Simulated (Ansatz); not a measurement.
**Fields on a plane of CdS (zinc blende)**

```xyz
2
Lattice="0.0000 2.9633 2.9633 2.9633 0.0000 2.9633 2.9633 2.9633 0.0000" Properties=species:S:1:pos:R:3 pbc="T T T"
S      4.4450     4.4450     4.4450
Cd     0.0000     0.0000     0.0000
```

The slice is a {100} plane (indices of the conventional cell) through the point (0.000, 0.000, 0.000) (fractional), spanned by u = [100] and v = [0 1 -1] in vectors of this cell: u (4.19 Å) and v (4.19 Å, at 90° to u). It covers one period; positions are fractions (u, v).

Atoms on it: Cd at (0.00, 0.00).

Method: PBE (plane waves to 420 eV, PAW, scalar-relativistic; Ansatz, an electronic-structure program). k mesh 10×10×10. Inside the PAW spheres the values are not all-electron values, and peaks at nuclei hang on which shells count as valence. CdS was relaxed with its symmetry unable to fall.

```
|xxxxxxxx01457788888775410xxxxxxx|
|xxxxxxxx01467788888776410xxxxxxx|
|xxxxxxxx02567888888876520xxxxxxx|
|xxxxxxx0035678888888765300xxxxxx|
|xxxxxx002467888888888764200xxxxx|
|xxxxx00145678889998887654100xxxx|
|xxxx0013567889999999887653100xxx|
|00000245678889999999888765420000|
|11123456788899999999988876543211|
|44455667888999999999998887665544|
|55666778889999999999999888776665|
|77777888899999999999999988887777|
|77788889999999999999999999888877|
|88888889999999999999999999888888|
|88888899999999999999999999988888|
|88888899999999999999999999988888|
|88888899999999999999999999988888|
|88888889999999999999999999888888|
|77788889999999999999999999888877|
|77777888899999999999999988887777|
|55666778889999999999999888776665|
|44455667888999999999998887665544|
|11123456788899999999988876543211|
|00000245678889999999888765420000|
|xxxx0013567889999999887653100xxx|
|xxxxx00145678889998887654100xxxx|
|xxxxxx002467888888888764200xxxxx|
|xxxxxxx0035678888888765300xxxxxx|
|xxxxxxxx02567888888876520xxxxxxx|
|xxxxxxxx01467788888776410xxxxxxx|
|xxxxxxxx01457788888775410xxxxxxx|
|xxxxxxxx01457788888775410xxxxxxx|
```
Scale: ten equal steps from -2.00 (start of '0') to 6.39 (end of '9'), in the order '0123456789'. Values: electrostatic potential energy of an electron, from the cell's mean, in eV. The map has 32 points along u (one character each, u = 0 at the left) and 32 along v (v = 0 in the bottom row). Points within 1 Å of a nucleus are blanked (x), as the pseudised field means little there. Values under -2 eV are set to -2. The zero, the cell's mean, hangs on the PAW cores.

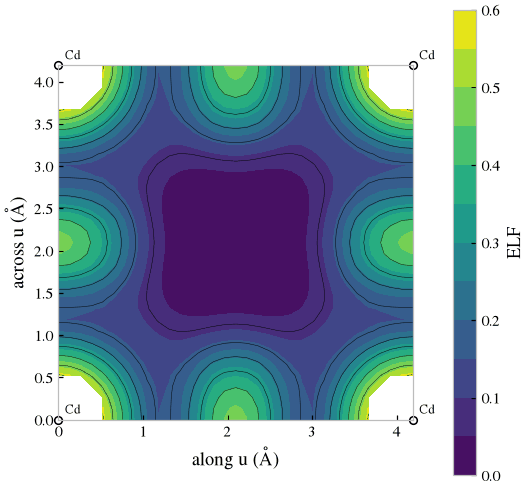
Figure: Electron localisation function (ELF), one period of the plane, atoms marked. Points within 0.5 Å of a nucleus are left white, as the pseudised field means little there.
